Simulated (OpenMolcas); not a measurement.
# Rh³⁺ among point charges: CASSCF and CASPT2 levels and susceptibility

How does a field of 5 point charges split the states of Rh³⁺, and what χT follows?

Method: state-averaged CASSCF and CASPT2, spin-orbit coupling by RASSI with atomic mean-field integrals. Code: OpenMolcas 26.06.

**1. Starting point**

- Species: Rh³⁺ (rhodium, Z = 45, 42 electrons)
- Basis: ANO-RCC-VDZP [6s5p3d1f], 43 functions
- Scalar Hamiltonian: DKH2, point nucleus
- Inactive shells: 1s 2s 2p 3s 3p 3d 4s 4p
- Active space: 6 electrons in 5 orbitals (4d)
- Some configurations of this space: 4d6
- Orbitals: optimised for each spin and parity, averaged over all roots

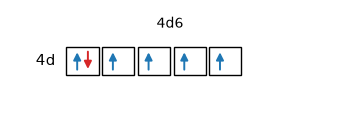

Occupation of the outer shells (arrows by Hund's rule).

The ion sits among 5 point charges of -2 e arranged as a trigonal bipyramid (D3h), 2.26 Å from the ion, with the axial distance 2.237 Å.

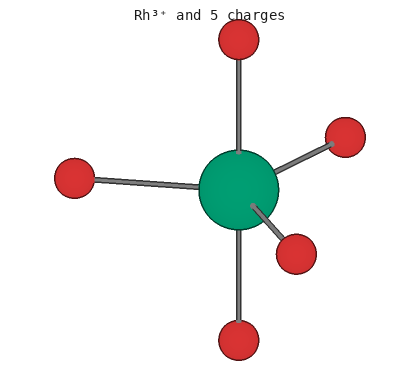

The ion and the point charges (red).

Each step is its own input file, run in one work folder so that later steps find the files of earlier ones. Labels, J, g values, rates, χT and fits are worked out afterwards by a script from the matrices that RASSI stores.

**2. GATEWAY and SEWARD: basis and integrals**

Input file a.inp:

```
&GATEWAY
Coord
1

Rh 0.0 0.0 0.0
Basis=ANO-RCC-VDZP
Group=NoSym
NoMove
AngMom=0.0 0.0 0.0
AMFI
XField
5 Angstrom 0
2.260000 0.000000 0.000000 -2.000000
-1.130000 1.957217 0.000000 -2.000000
-1.130000 -1.957217 0.000000 -2.000000
0.000000 0.000000 2.237400 -2.000000
0.000000 0.000000 -2.237400 -2.000000
&SEWARD
```

The run is started by

```bash
OMP_NUM_THREADS=1 MOLCAS_MEM=1689 MOLCAS_PROJECT=a pymolcas a.inp > a.log
```

**3. Reference wave functions, quintets, 5 roots**

Input file a.inp:

```
&RASSCF
FileOrb=start.orb
Symmetry=1
Spin=5
nActEl=6 0 0
Inactive=18
Ras2=5
CIRoot=5 5 1
SDav=5
CIMx=300
Iter=120 100
PrWF=0.3
OrbListing=Nothing
MaxOrb=0
>>> COPY $Project.JobIph JOB001
```

start.orb holds the contracted functions of the basis, ordered by shell, or the orbitals of the step before.

**4. CASSCF: triplets, 45 roots**

Input file a.inp:

```
&RASSCF
FileOrb=start.orb
Symmetry=1
Spin=3
nActEl=6 0 0
Inactive=18
Ras2=5
CIRoot=45 45 1
SDav=45
CIMx=300
Iter=120 100
PrWF=0.3
OrbListing=Nothing
MaxOrb=0
>>> COPY $Project.JobIph JOB002
```

**5. CASSCF: singlets, 50 roots**

Input file a.inp:

```
&RASSCF
FileOrb=start.orb
Symmetry=1
Spin=1
nActEl=6 0 0
Inactive=18
Ras2=5
CIRoot=50 50 1
SDav=50
CIMx=300
Iter=120 100
PrWF=0.3
OrbListing=Nothing
MaxOrb=0
>>> COPY $Project.JobIph JOB003
```

**6. RASSI: spin-orbit coupling between the states**

Input file a.inp:

```
&RASSI
NrOfJobIphs=3 5 45 50
1 2 3 4 5
1 2 3 4 5 6 7 8 9 10 11 12 13 14 15 16 17 18 19 20 21 22 23 24 25 26 27
28 29 30 31 32 33 34 35 36 37 38 39 40 41 42 43 44 45
1 2 3 4 5 6 7 8 9 10 11 12 13 14 15 16 17 18 19 20 21 22 23 24 25 26 27
28 29 30 31 32 33 34 35 36 37 38 39 40 41 42 43 44 45 46 47 48 49 50
IphNames
JOB001
JOB002
JOB003
EJob
SpinOrbit
DIPRint=1.0
SOCoupling=1000.0
Subsets=2
Property=9
'ANGMOM' 1 'ANGMOM' 2 'ANGMOM' 3 'MLTPL  1' 1 'MLTPL  1' 2 'MLTPL  1' 3
'AMFI' 1 'AMFI' 2 'AMFI' 3
SOProperty=3
'ANGMOM' 1 'ANGMOM' 2 'ANGMOM' 3
```

**7. CASPT2: IPEA 0.25, imaginary shift 0.1 (closed shells correlated: 4s 4p)**

Input file a.inp:

```
>>> COPY JOB001 $Project.JobIph
&CASPT2
Multistate=5 1 2 3 4 5
NoMult
Frozen=14
IPEA=0.25
Imaginary=0.1
MaxIter=60
WThr=0.0 0.3 0.05
PrWF=0.5
NoMix
>>> COPY JOB002 $Project.JobIph
&CASPT2
Multistate=45 1 2 3 4 5 6 7 8 9 10 11 12 13 14 15 16 17 18 19 20 21 22
23 24 25 26 27 28 29 30 31 32 33 34 35 36 37 38 39 40 41 42 43 44 45
NoMult
Frozen=14
IPEA=0.25
Imaginary=0.1
MaxIter=60
WThr=0.0 0.3 0.05
PrWF=0.5
NoMix
>>> COPY JOB003 $Project.JobIph
&CASPT2
Multistate=50 1 2 3 4 5 6 7 8 9 10 11 12 13 14 15 16 17 18 19 20 21 22
23 24 25 26 27 28 29 30 31 32 33 34 35 36 37 38 39 40 41 42 43 44 45 46
47 48 49 50
NoMult
Frozen=14
IPEA=0.25
Imaginary=0.1
MaxIter=60
WThr=0.0 0.3 0.05
PrWF=0.5
NoMix
```

(Steps that only read results are left out.)

Q: Predict the outcome of this session. Wanted: spin-free ground state; first state of the same spin within the active space; lowest level; next level.

The runs gave:

```
                                            quantity                                                                        value
                                              method  SS-CASPT2, IPEA 0.25, imaginary shift 0.1 (closed shells correlated: 4s 4p)
                              spin-free ground state                                               5E, 2-fold in its orbital part
first state of the same spin within the active space                                                               5E at 905 cm⁻¹
                                        lowest level                                              2-fold E, g = 0.00, 0.00, 11.95
                                          next level                                                                   359.4 cm⁻¹
                                         χT at 300 K                                                               5.33 cm³ K/mol
                           effective moment at 300 K                                                                      6.53 μB
```

Cost by method:

```csv
method,time of its own steps,time with the reference
A. CASSCF,24 s,24 s
"B. SS-CASPT2, IPEA 0.25, imaginary shift 0.1, +4s 4p",9.2 s,34 s
```

Times are of one thread on a shared host.

In words: The spin-free ground state (5E) comes to 100 % from free-ion D terms and keeps the highest spin of the shell. χT at 300 K is 5.33, against 3.01 cm³ K/mol for the spin alone, so orbital moment adds to it. An active space of the d shell alone favours high spin; real ions in strong fields can be low spin. CASPT2 does not keep the components of a term degenerate, and the means are used. The field of point charges can differ much from that of real complexes. With metal d orbitals alone active, the gaps between spin states are rough; where two lie within a few thousand cm-1, their order is open. This is an electrostatic model: the charges have no orbitals.
